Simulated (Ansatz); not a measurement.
# GaH11N4Si: what the fields show

Input file:

```
crystal:
  periodic: [false, false, false]
  atoms:
    - { symbol: Ga, position_ang: [-0.066923, -0.300333, 0.006059] }
    - { symbol: "N", position_ang: [-0.356571, -0.646382, 1.86007] }
    - { symbol: H, position_ang: [-1.096167, -1.319027, 2.098109] }
    - { symbol: H, position_ang: [0.491359, -0.877809, 2.388529] }
    - { symbol: "N", position_ang: [1.666794, 0.140153, -0.529616] }
    - { symbol: H, position_ang: [2.21005, -0.679661, -0.838623] }
    - { symbol: H, position_ang: [1.67428, 0.802914, -1.319455] }
    - { symbol: "N", position_ang: [-1.572757, -0.260545, -1.051396] }
    - { symbol: H, position_ang: [-2.443737, -0.696738, -0.741233] }
    - { symbol: H, position_ang: [-1.487328, -0.325131, -2.067136] }
    - { symbol: "N", position_ang: [-0.530073, 2.464018, 1.380851] }
    - { symbol: H, position_ang: [-1.469157, 2.742068, 1.081139] }
    - { symbol: Si, position_ang: [0.635782, 3.69735, 1.809584] }
    - { symbol: H, position_ang: [1.915701, 3.003237, 2.18209] }
    - { symbol: H, position_ang: [0.854092, 4.603261, 0.624199] }
    - { symbol: H, position_ang: [0.249657, 4.59915, 2.965212] }
    - { symbol: H, position_ang: [-0.584205, 1.597976, 1.964218] }
basis:
  gaussian: { orbitals: def2-SVP }
hamiltonian:
  xc: pbe
relax:
  f_tol: 0.03
  max_steps: 50
output:
  orbitals: {}
```

Command:

```sh
ansatz run input.yaml --threads 4 --pin off --max-ram 5120MiB --backend cpu --events-out ev --progress --plain --runs-dir out
```

The fields are those of the run's last geometry, not of the input's.

Level of theory: RKS PBE/def2-SVP in Ansatz 0.2.0.

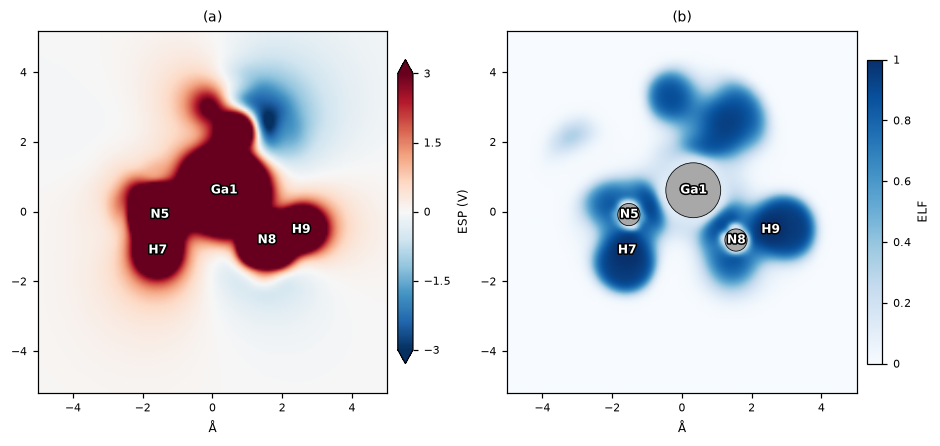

Figure 1. (a) molecular electrostatic potential; (b) electron localisation function on the plane of atoms N5, Ga1 and N8. Grey discs cover the atomic cores in the ELF map.

What does the map show?

- The section cuts through Ga, N and H sites.
- Ga–N (1.88 Å): the ELF peaks at about 0.90 in the valence shell of N, 0.7 Å from its nucleus, and is about 0.35 at the midpoint.
- N–H (1.03 Å): the ELF climbs to about 1 towards the hydrogen, as it does in any bond to H (an ordinary covalent bond to hydrogen).
- Ga–N (1.97 Å): the ELF peaks at about 0.90 in the valence shell of N, 0.6 Å from its nucleus, and is about 0.35 at the midpoint.
- The ELF also peaks beside N2, away from the bonds: lone-pair regions.
- Outside the dense part of the molecule the potential is most negative (−3.1 V) near N2, which lies off the plane.

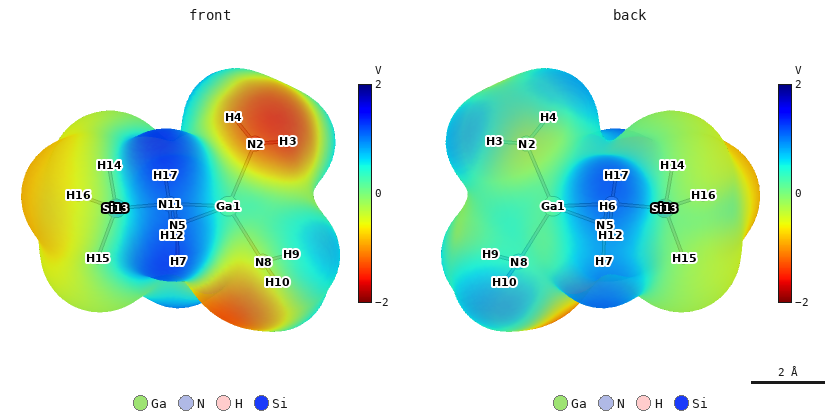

Figure 2. The electrostatic potential painted on the density surface at 0.001 e/bohr³, seen from the front and from behind; the colour scale runs from red (negative) to blue (positive).

Which sites attract a positive test charge, and which a negative one?

A positive charge is drawn to the negative regions and a negative charge to the positive ones. The most negative region (about −1.5 V, or −35 kcal/mol for a unit charge) lies over N2, the most positive (about +1.3 V, or +30 kcal/mol for a unit charge) over H12 and H17. N2 is the likeliest acceptor of a hydrogen bond.

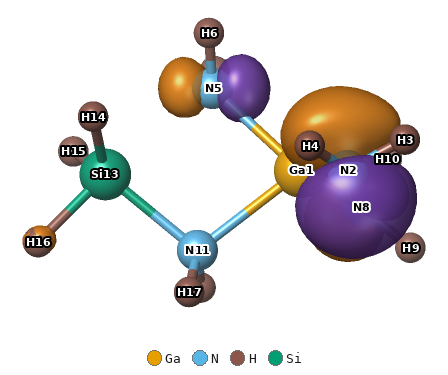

Figure 3. One frontier orbital at ±0.15 Å⁻³ᐟ² (orange and purple are the two phases), seen from one side.

Which orbital is it: HOMO or LUMO?

The HOMO, at −4.94 eV. By Hirshfeld shares it lies mainly on N2 (about 55 %), N8 (about 10 %), Ga1 (about 10 %) and N5 (about 5 %).

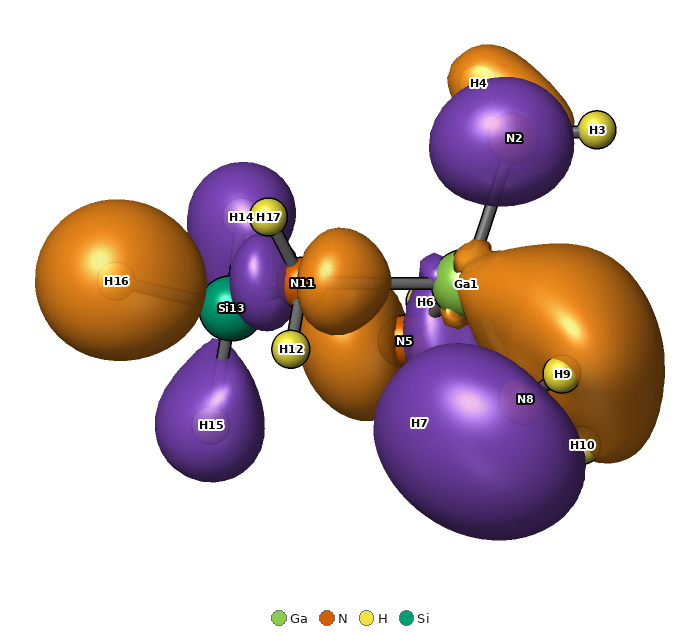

Figure 4. The HOMO−1 at ±0.06 Å⁻³ᐟ² (orange and purple are the two phases), seen at a tilt.

Where does this orbital lie, and at what energy?

By Hirshfeld shares it lies mainly on N8 (about 55 %), N5 (about 10 %) and Ga1 (about 10 %). Its energy is −5.12 eV.
